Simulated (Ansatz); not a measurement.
CH4OSi (SMILES C[Si]O)

```yaml
atoms:
  - { symbol: C, position_ang: [-0.9356, -0.5219, -1.5186] }
  - { symbol: O, position_ang: [1.6372, -0.6806, -0.5598] }
  - { symbol: Si, position_ang: [0.1166, -0.3547, 0.0714] }
  - { symbol: H, position_ang: [-0.6024, 0.1954, -2.2865] }
  - { symbol: H, position_ang: [-0.8346, -1.5310, -1.9510] }
  - { symbol: H, position_ang: [-2.0028, -0.3428, -1.3350] }
  - { symbol: H, position_ang: [1.7207, -0.8748, -1.5046] }
```

Geometry: PBE0-D3(BJ)/pcseg-1.

Level of theory: isolated molecule in a Gaussian basis; Kohn-Sham density functional theory, functional PBE0 (Ansatz).

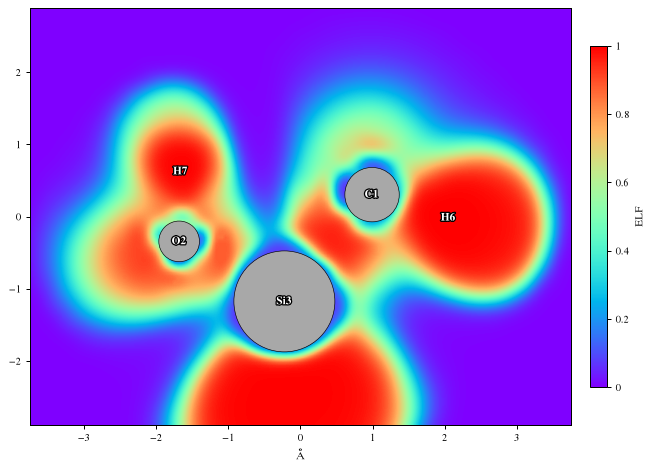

Figure 1. ELF on the plane of atoms Si3, O2 and H7. Grey discs cover the atomic cores.

What do the fields say about this system?

Atoms in the plane: C, O, Si and H. Si–O (1.68 Å): the ELF peaks at about 0.90 between the atoms, as expected for a shared but strongly polarised pair. C–Si (1.91 Å): the ELF peaks at about 0.95 between the atoms (a covalent bond). O–H (0.97 Å): the ELF climbs to about 1 towards the hydrogen, as it does in any bond to H: an ordinary covalent bond to hydrogen. C–H (1.10 Å): the ELF climbs to about 1 towards the hydrogen: a covalent bond by its length. The ELF also peaks beside Si3 and O2, away from the bonds: lone-pair regions.

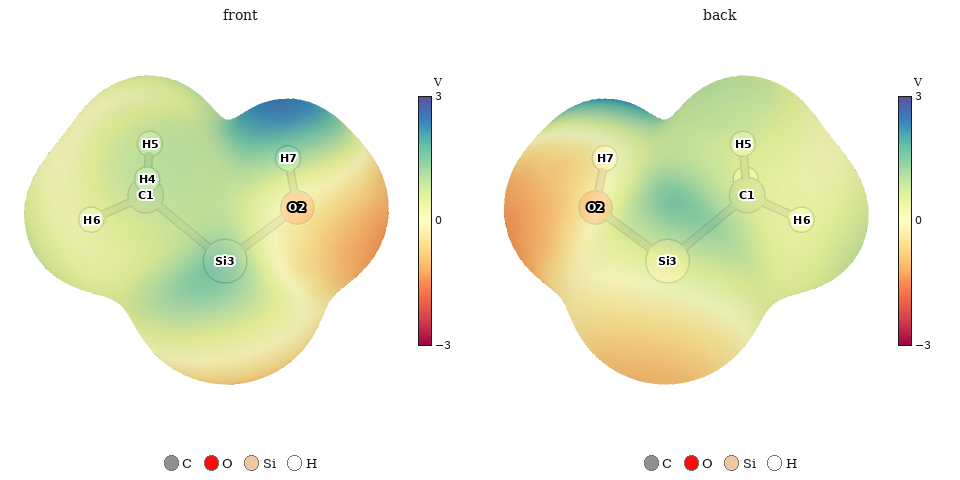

Figure 2. The molecular electrostatic potential painted on the density surface at 0.002 e/bohr³, seen from the front and from behind; the colour scale runs from red (negative) to blue (positive).

Where is the surface potential most negative and most positive?

The most negative region (about −1.4 V) lies over O2, the most positive (about +2.5 V) over H7. O2 is the likeliest acceptor of a hydrogen bond.

What dipole moment does the calculation give?

Its dipole moment is 2.28 D.

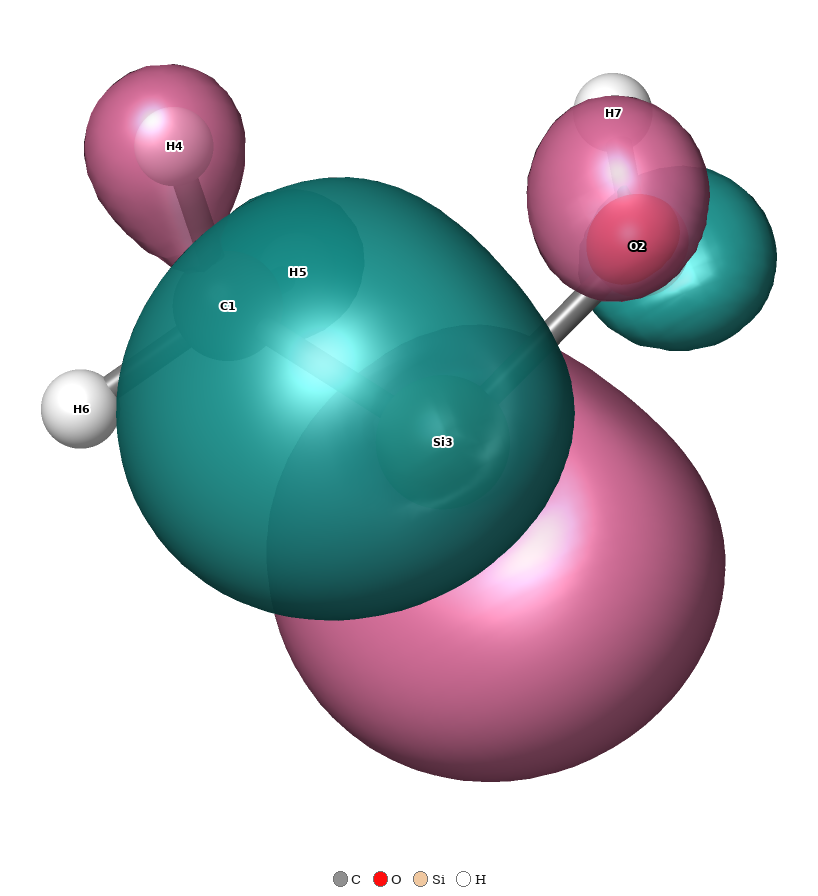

Figure 3. One frontier orbital at ±0.1 Å⁻³ᐟ² (teal and pink are the two phases), seen at a tilt.

Which orbital is it: HOMO or LUMO?

The LUMO, at −1.76 eV. Its weight (Hirshfeld) is mainly on Si3 (about 80 %), O2 (about 10 %) and C1 (about 5 %).
